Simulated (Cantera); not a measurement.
Charge: 1 mol AlN, 21 mol HCl, 0.59 mol H₂O, equilibrated at 56.0 Pa.

Method: chemical equilibrium by Gibbs-energy minimisation in Cantera with the NASA 1993 tables (ideal gas, pure condensed phases). Candidate condensed phases: Al, AlCl₃, AlN, Al₂O₃, H₂O, NH₄Cl; 45 gas species. The tables' values for AlCl₂ are old estimates; treat these amounts as uncertain. Condensed phases not in the tables: AlOCl. Rates play no part.

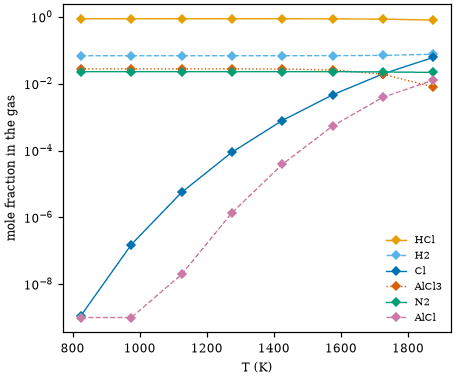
Figure: Equilibrium gas composition (values under 1e-9 drawn at 1e-9)

From 825 K to 1875 K the condensed part is Al₂O₃(s). The main Al-bearing gas is AlCl₃ at 825 K and AlCl at 1875 K.
